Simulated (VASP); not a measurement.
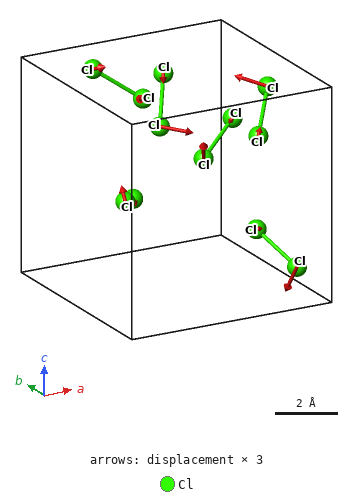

This is a relaxation of an amorphous cell of composition Cl. The starting structure is drawn; red arrows show the displacements, 3 times their true length.

A ball-and-stick model of the cell of the calculation, seen from a free direction.

The run lets the atoms move in a fixed cell.

Level of theory: Kohn-Sham DFT of a periodic cell, PBE with D3(BJ), VASP PAW PBE potentials, recommended in VASP.

Input
```
PREC = Accurate
ENCUT = 520
EDIFF = 1E-6
ISMEAR = -1
SIGMA = 0.02
LREAL = F
LASPH = T
NELM = 80
ALGO = Normal
ISIF = 2
LWAVE = F
LCHARG = F
GGA = PE
IVDW = 12
IBRION = 2
NSW = 35
EDIFFG = -0.3
```

Launched with:
```bash
cat potpaw_PBE.64/Cl/POTCAR > POTCAR
mpirun -np 1 vasp_gam > vasp.out
```

### Describe the change and its energy.

The atom that moves furthest is a Cl atom (0.38 Å along [−3 2 1]). The cell doesn't change. Among the contacts that change: Cl–Cl 2.015 → 1.988 Å. Over 7 geometry steps the energy falls by 30.0 meV per atom. The largest force component goes from 0.65 to 0.25 eV/Å.

Limits of the set-up: the periodic images lie only 7.4 Å apart, so the values are limited by the cell's size.
